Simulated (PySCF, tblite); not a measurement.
# C3H13PSi2: dynamics, then NMR shifts on frames, part 1 of 2

How do NMR shifts of C3H13PSi2 (`CCC[SiH2]P[SiH3]`) change as the atoms move?

Computed with tblite 0.8.0 and PySCF 2.14.0, with density-fitted response routines of our own, on a single molecule in the gas phase. Atoms are numbered from 0 throughout.

### 1 The molecule as given

19 atoms, charge 0, multiplicity 1; geometry from: GFN2-xTB.

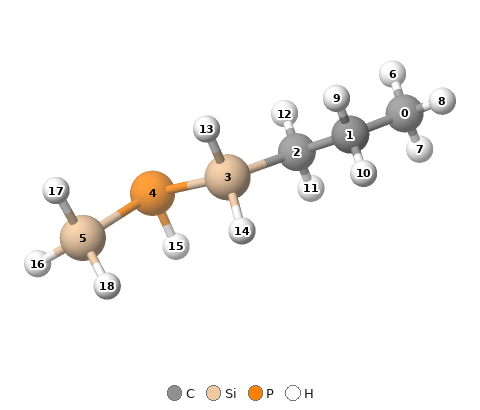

As it starts; carbon grey, silicon light orange, phosphorus orange, hydrogen white, atoms numbered; sticks join atoms by distance.

### 2 Dynamics with GFN2-xTB

Job settings and geometry (Å):

```
{"job": {"kind": "md", "xc": "GFN2-xTB", "basis": "xTB", "temperature": 400, "steps": 2000, "every": 50, "frames": 5}, "charge": 0, "multiplicity": 1}
C     -3.496732     0.154710    -0.233404
C     -2.185004    -0.426132     0.282890
C     -0.976705     0.295832    -0.303347
Si     0.681394    -0.423137     0.287428
P      2.304928     0.652189    -0.811435
Si     4.125193    -0.035782     0.266917
H     -3.552090     0.065986    -1.316387
H     -3.576447     1.208233     0.026801
H     -4.347081    -0.369948     0.196368
H     -2.132100    -1.485848     0.025670
H     -2.158805    -0.353011     1.372081
H     -1.036879     1.356908    -0.048119
H     -1.023072     0.241547    -1.393821
H      0.804861    -1.839981    -0.073683
H      0.796943    -0.313298     1.750093
H      2.177909     1.841191    -0.125390
H      5.217103     0.842566    -0.150061
H      4.371864    -1.412104    -0.156056
H      3.994915     0.009331     1.725603
```

With the program's defaults for keys left out, this is: GFN2-xTB Langevin dynamics, gas phase.

The run is started by

```console
OMP_NUM_THREADS=1 python probes_run.py task.json out
```

One launch serves the whole session: the jobs run in the order shown.

The log of the run:

```text
t/fs     T/K      E/eV
    0.0   325.0   -517.85739
   25.0   186.2   -517.40113
   50.0   231.8   -517.40500
   75.0   254.1   -517.53194
  100.0   291.2   -517.37205
  125.0   316.2   -517.18069
  150.0   262.3   -517.05828
  175.0   325.5   -517.22143
  200.0   357.2   -517.24570
  225.0   369.7   -517.28514
  250.0   274.0   -517.07118
  275.0   303.3   -517.14875
  300.0   312.7   -517.22061
  325.0   326.9   -517.11764
  350.0   324.7   -516.83022
  375.0   313.7   -516.84065
  400.0   369.0   -517.01962
  425.0   422.8   -517.11225
  450.0   512.7   -516.71510
  475.0   463.0   -516.56844
  500.0   465.6   -516.73444
  525.0   426.5   -516.64789
  550.0   496.5   -516.77057
  575.0   478.7   -516.77866
  600.0   551.4   -516.88111
  625.0   404.2   -516.71883
  650.0   436.9   -516.72486
  675.0   380.2   -516.82439
  700.0   429.2   -517.02243
  725.0   375.7   -516.80664
  750.0   359.9   -516.83194
  775.0   382.7   -517.03706
  800.0   462.1   -517.17619
  825.0   347.0   -516.96496
  850.0   415.0   -517.06436
  875.0   422.8   -516.74081
  900.0   420.3   -516.93569
  925.0   465.4   -516.98033
  950.0   539.8   -517.07037
  975.0   431.5   -517.21168
 1000.0   400.5   -516.69353
```

Wall time 23 s (1 thread of Intel Xeon Platinum 8488C, shared host); peak memory 0.19 GiB.

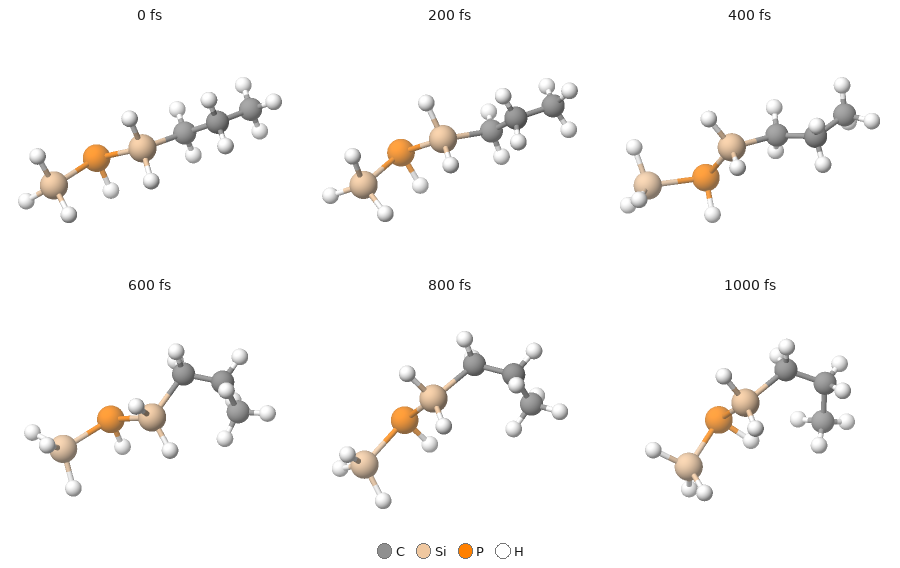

Frames of the run.

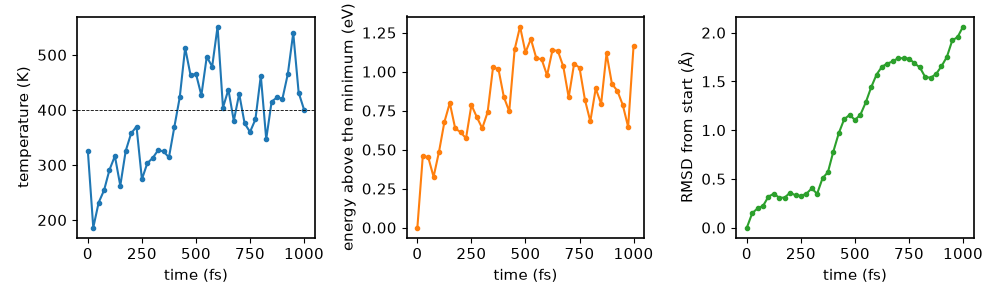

Temperature, potential energy and distance from the start.

Positions (Å) and forces (eV/Å) at 1000 fs:

```xyz
19

C    -1.472    1.380    0.327    0.946   -1.457   -2.050
C    -1.971   -0.061   -0.171    2.285    1.310    3.002
C    -0.783   -0.839   -0.735   -0.098   -0.453    0.709
Si    1.003   -0.821    0.070   -0.746   -0.104   -1.515
P     2.036    1.020   -1.018   -0.683   -1.676    1.474
Si    3.650    1.030    0.548    0.081    1.010   -0.561
H    -2.304    2.021    0.191   -0.574    0.794    0.566
H    -0.685    1.734   -0.424   -1.017   -0.382    1.094
H    -1.038    1.336    1.333   -0.386    0.130   -0.502
H    -2.711    0.044   -0.879   -1.419    0.312   -1.614
H    -2.450   -0.464    0.735    0.348   -0.523   -0.296
H    -0.697   -0.492   -1.736    0.494    0.595   -0.967
H    -1.051   -1.880   -0.893   -0.158   -0.285    0.409
H     1.457   -2.182   -0.333    0.319    0.391   -0.173
H     1.003   -1.040    1.509   -0.023    0.450    0.380
H     1.177    1.781   -0.236    0.365    0.306   -0.218
H     3.457    0.920    2.002   -0.138   -0.322   -0.185
H     3.848    2.498    0.376    0.518   -0.300    0.199
H     4.676    0.120    0.011   -0.113    0.205    0.250
```

### 3 Shielding tensors: 250 fs, PBE0/pcSseg-1

Job settings and geometry (Å):

```
{"job": {"kind": "nmr", "xc": "PBE0", "basis": "pcSseg-1", "pop": false}, "charge": 0, "multiplicity": 1}
C     -3.783700    -0.680300    -0.001000
C     -2.427000    -1.244900     0.471000
C     -1.309500    -0.340500    -0.196600
Si     0.510400    -1.047000    -0.158400
P      2.118800     0.373000    -0.821000
Si     3.932800    -0.277800     0.292500
H     -3.859100    -0.951000    -1.053100
H     -3.861100     0.432700     0.192600
H     -4.527800    -1.232200     0.501000
H     -2.367200    -2.340200     0.217300
H     -2.413500    -1.180900     1.488700
H     -1.276800     0.516100     0.379900
H     -1.687400    -0.126500    -1.243300
H      0.925300    -2.064100    -1.143000
H      0.712000    -1.349500     1.331400
H      1.827800     1.348300     0.029600
H      5.115100     0.471500    -0.200200
H      4.169700    -1.632500    -0.249600
H      3.865700    -0.191800     1.766600
```

Level: GIAO PBE0/pcSseg-1 NMR shielding, non-relativistic, gas phase.

The log of the run:

```text
coarse grid: 16192 points
cycle   1  E = -1041.8029224759  dE =  6.179e-02  |g| = 3.743e-01  |ddm| = 3.706e+00
cycle   2  E = -1041.7932117585  dE =  9.711e-03  |g| = 4.245e-01  |ddm| = 7.880e-01
cycle   3  E = -1041.8417655476  dE = -4.855e-02  |g| = 3.661e-02  |ddm| = 4.367e-01
cycle   4  E = -1041.8420495148  dE = -2.840e-04  |g| = 1.743e-02  |ddm| = 6.133e-02
cycle   5  E = -1041.8421308924  dE = -8.138e-05  |g| = 4.225e-03  |ddm| = 2.489e-02
cycle   6  E = -1041.8421351197  dE = -4.227e-06  |g| = 8.703e-04  |ddm| = 5.113e-03
final grid: 139240 points
cycle   7  E = -1041.8771670784  dE = -2.799e-05  |g| = 7.107e-03  |ddm| = 2.484e-02
cycle   8  E = -1041.8771607970  dE =  6.281e-06  |g| = 8.515e-03  |ddm| = 1.395e-02
cycle   9  E = -1041.8771800280  dE = -1.923e-05  |g| = 5.001e-04  |ddm| = 8.083e-03
cycle  10  E = -1041.8771800812  dE = -5.322e-08  |g| = 1.685e-04  |ddm| = 6.292e-04
cycle  11  E = -1041.8771800882  dE = -7.016e-09  |g| = 3.605e-05  |ddm| = 1.572e-04
cycle  12  E = -1041.8771800885  dE = -2.972e-10  |g| = 9.023e-06  |ddm| = 4.478e-05
converged SCF energy = -1041.8771800885

GIAO shielding tensors (ppm)
atom      isotropic    diamagn.    paramagn.     s11        s22        s33       span
  0 C      162.310     245.384     -83.074    147.172    158.106    181.653     34.481
  1 C      161.089     245.656     -84.568    147.913    159.592    175.762     27.849
  2 C      162.663     254.505     -91.842    134.850    168.956    184.184     49.334
  3 Si     395.096     881.571    -486.475    319.242    402.492    463.554    144.312
  4 P      656.527     971.486    -314.959    581.584    640.306    747.691    166.107
  5 Si     433.464     879.611    -446.147    375.928    444.438    480.025    104.096
  6 H       30.385      28.405       1.980     26.283     28.939     35.935      9.652
  7 H       29.646      27.363       2.283     25.694     28.257     34.986      9.291
  8 H       30.983      26.725       4.258     25.936     28.267     38.747     12.811
  9 H       29.736      29.788      -0.052     24.602     29.541     35.066     10.465
 10 H       31.757      33.763      -2.006     27.021     31.437     36.815      9.794
 11 H       31.661      37.326      -5.665     26.573     32.981     35.430      8.857
 12 H       29.871      33.712      -3.840     24.338     31.057     34.219      9.882
 13 H       26.699      30.858      -4.159     22.159     26.160     31.779      9.621
 14 H       26.331      30.923      -4.592     21.415     27.342     30.235      8.820
 15 H       32.517      35.169      -2.652     25.666     29.968     41.916     16.251
 16 H       27.312      27.986      -0.673     23.274     25.104     33.560     10.286
 17 H       27.491      28.685      -1.195     23.904     25.752     32.816      8.912
 18 H       27.363      28.287      -0.924     23.238     25.488     33.362     10.124
```

Wall time 34 s (1 thread of Intel Xeon Platinum 8488C, shared host); peak memory 0.84 GiB.

Shifts follow as δ = σ(reference) − σ, with reference shieldings (ppm) from runs at the same level and on the same kind of geometry: 1H TMS 31.72, 13C TMS 186.9, 29Si TMS 349.2, 31P H3PO4 318.4. The references are single molecules in the gas phase, so shifts against H2O, NH3, PH3, H3PO4 or CFCl3 are not on the usual liquid scales and can be off by tens of ppm. Each atom is listed at this fixed geometry, with no averaging over motion; a spectrum would average atoms that exchange fast.

```csv
atoms,environment,σ (ppm),δ (ppm)
C1,sp3 CH2,161.1,25.8
C0,methyl carbon,162.3,24.6
C2,sp3 CH2 bonded to Si,162.7,24.3
H14,"hydrogen on a silicon bonded to C, P",26.33,5.39
H13,"hydrogen on a silicon bonded to C, P",26.70,5.02
H16,hydrogen on a silicon bonded to P,27.31,4.40
H18,hydrogen on a silicon bonded to P,27.36,4.35
H17,hydrogen on a silicon bonded to P,27.49,4.23
H7,hydrogen on a methyl carbon,29.65,2.07
H9,hydrogen on an sp3 CH2,29.74,1.98
H12,hydrogen on an sp3 CH2 bonded to Si,29.87,1.85
H6,hydrogen on a methyl carbon,30.39,1.33
H8,hydrogen on a methyl carbon,30.98,0.73
H11,hydrogen on an sp3 CH2 bonded to Si,31.66,0.06
H10,hydrogen on an sp3 CH2,31.76,-0.04
H15,hydrogen on a phosphorus bonded to 2 Si,32.52,-0.80
Si3,"silicon bonded to C, P, 2 H",395.1,-45.9
Si5,"silicon bonded to P, 3 H",433.5,-84.3
P4,"phosphorus bonded to 2 Si, H",656.5,-338.2
```

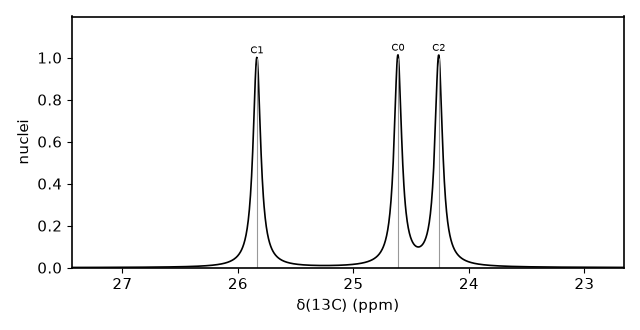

13C lines at the computed shifts, without couplings. Lines are broadened to a width of 0.08 ppm (Lorentzian).

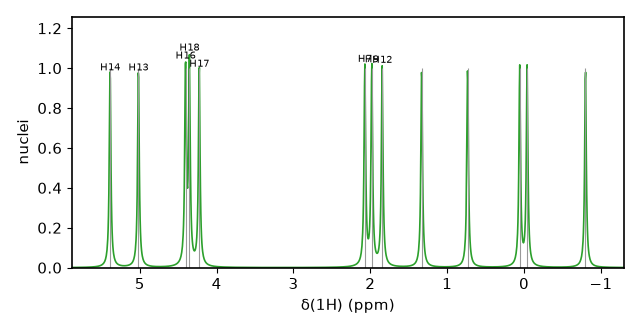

1H lines at the computed shifts, without couplings. Lines are broadened to a width of 0.02 ppm (Lorentzian).

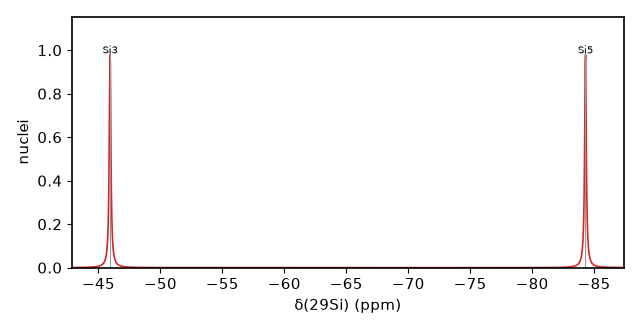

29Si lines at the computed shifts, without couplings. Lines are broadened to a width of 0.15 ppm (Lorentzian).

### 4 Shielding tensors: 425 fs, PBE0/pcSseg-1

Job settings and geometry (Å):

```
{"job": {"kind": "nmr", "xc": "PBE0", "basis": "pcSseg-1", "pop": false}, "charge": 0, "multiplicity": 1}
C     -3.414600    -0.609200     0.041400
C     -2.192600    -1.098600     0.784800
C     -0.988800    -1.032700    -0.184600
Si     0.874600    -1.430800     0.295900
P      1.891800     0.534300    -0.346700
Si     3.990800    -0.360900    -0.350900
H     -3.425800     0.507200    -0.045900
H     -4.301700    -0.873900     0.579600
H     -3.569500    -1.081000    -0.891600
H     -2.296600    -2.148900     1.141400
H     -1.996400    -0.432800     1.694000
H     -0.873100    -0.103900    -0.786100
H     -1.272900    -1.744800    -0.956400
H      1.297900    -2.520000    -0.634300
H      1.346000    -1.617500     1.659600
H      1.891900     0.966300     0.962600
H      4.843800     0.788900    -0.051700
H      4.570100    -0.911500    -1.599100
H      4.308800    -1.285700     0.731700
```

With the program's defaults for keys left out, this is: GIAO PBE0/pcSseg-1 NMR shielding, non-relativistic, gas phase.

The log of the run:

```text
coarse grid: 16192 points
cycle   1  E = -1041.8085201065  dE =  1.028e-02  |g| = 3.846e-01  |ddm| = 3.696e+00
cycle   2  E = -1041.7917042111  dE =  1.682e-02  |g| = 4.588e-01  |ddm| = 8.200e-01
cycle   3  E = -1041.8492630511  dE = -5.756e-02  |g| = 3.888e-02  |ddm| = 4.862e-01
cycle   4  E = -1041.8496047039  dE = -3.417e-04  |g| = 1.678e-02  |ddm| = 5.668e-02
cycle   5  E = -1041.8496729234  dE = -6.822e-05  |g| = 4.397e-03  |ddm| = 1.790e-02
cycle   6  E = -1041.8496775599  dE = -4.636e-06  |g| = 7.206e-04  |ddm| = 4.682e-03
final grid: 139240 points
cycle   7  E = -1041.8841318903  dE = -2.636e-05  |g| = 6.848e-03  |ddm| = 2.468e-02
cycle   8  E = -1041.8841253512  dE =  6.539e-06  |g| = 8.418e-03  |ddm| = 1.325e-02
cycle   9  E = -1041.8841440364  dE = -1.869e-05  |g| = 4.860e-04  |ddm| = 7.598e-03
cycle  10  E = -1041.8841440847  dE = -4.828e-08  |g| = 1.626e-04  |ddm| = 5.811e-04
cycle  11  E = -1041.8841440913  dE = -6.678e-09  |g| = 3.670e-05  |ddm| = 1.772e-04
cycle  12  E = -1041.8841440917  dE = -3.363e-10  |g| = 9.023e-06  |ddm| = 5.013e-05
converged SCF energy = -1041.8841440917

GIAO shielding tensors (ppm)
atom      isotropic    diamagn.    paramagn.     s11        s22        s33       span
  0 C      168.820     241.322     -72.502    154.390    160.827    191.243     36.853
  1 C      158.176     245.942     -87.766    151.450    155.974    167.103     15.653
  2 C      153.123     255.576    -102.452    121.106    153.588    184.675     63.569
  3 Si     392.917     882.052    -489.135    343.495    391.291    443.965    100.470
  4 P      636.309     969.381    -333.071    574.340    633.635    700.953    126.613
  5 Si     440.023     878.237    -438.214    388.762    445.480    485.828     97.066
  6 H       29.819      27.968       1.851     25.576     27.897     35.985     10.408
  7 H       30.846      26.072       4.774     25.987     27.918     38.633     12.646
  8 H       31.632      29.358       2.274     27.506     30.204     37.187      9.681
  9 H       29.639      29.595       0.045     24.403     29.228     35.287     10.884
 10 H       28.842      30.125      -1.283     24.133     28.846     33.546      9.413
 11 H       29.935      35.169      -5.234     23.874     31.586     34.346     10.472
 12 H       30.098      34.522      -4.424     25.526     31.468     33.301      7.775
 13 H       27.162      31.046      -3.885     22.584     27.034     31.867      9.283
 14 H       27.077      31.126      -4.049     22.951     26.313     31.968      9.018
 15 H       31.248      32.118      -0.870     25.630     28.243     39.871     14.241
 16 H       27.650      27.700      -0.049     23.552     25.202     34.197     10.645
 17 H       27.655      27.730      -0.075     24.366     24.993     33.607      9.241
 18 H       27.981      27.631       0.350     23.828     26.395     33.720      9.892
```

Run time: 31 s. Hardware: 1 thread of Intel Xeon Platinum 8488C, shared host; peak memory 0.91 GiB.

In short: δ C2 33.8, C1 28.7, C0 18.1, Si3 -43.8, H14 4.64, H13 4.56 ppm.

(Continued in part 2 of 2.)
